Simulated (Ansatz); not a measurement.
A periodic structure is given below.

```xyz
8
Lattice="4.4731 0.0000 0.0000 0.0000 7.6524 0.0000 0.0000 0.0000 4.5489" Properties=species:S:1:pos:R:3 pbc="T T T"
Ga    2.2366    1.1885    2.6501
Ga    2.2366    6.4638    1.8989
Ga    2.2366    5.0147    4.1733
Ga    2.2366    2.6376    0.3756
Ga    0.0000    5.0147    2.6501
Ga    0.0000    2.6376    1.8989
Ga    0.0000    1.1885    4.1733
Ga    0.0000    6.4638    0.3756
```

**Say what kind of structure these coordinates give.**

The element is gallium. The symmetry is that of Cmce (No. 64), on a base-centred orthorhombic lattice. The cell holds eight atoms. With all contacts inside bonding distance counted, the coordination numbers are Ga 7.

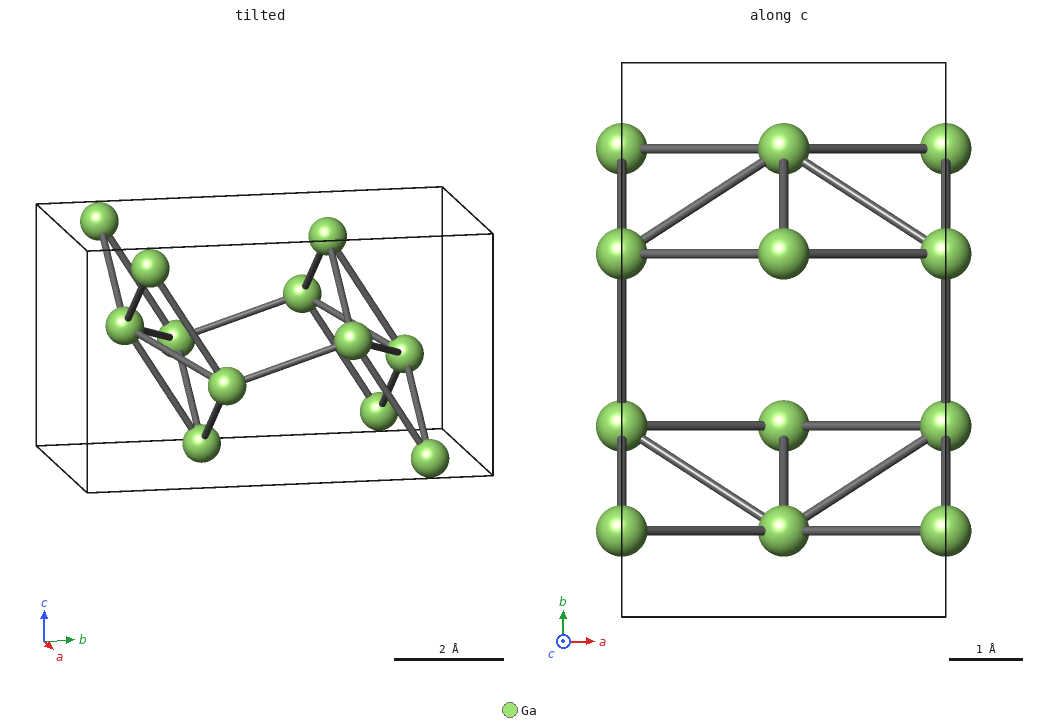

The image is a ball-and-stick drawing of a crystal, viewed slightly off an axis and along the c axis. The outline marks the conventional unit cell. Colours: gallium green.

The cell started as a structure type known for this element. It was relaxed at fixed volume with Ansatz, DFT HSE06, scalar-relativistic, plane waves, PAW.
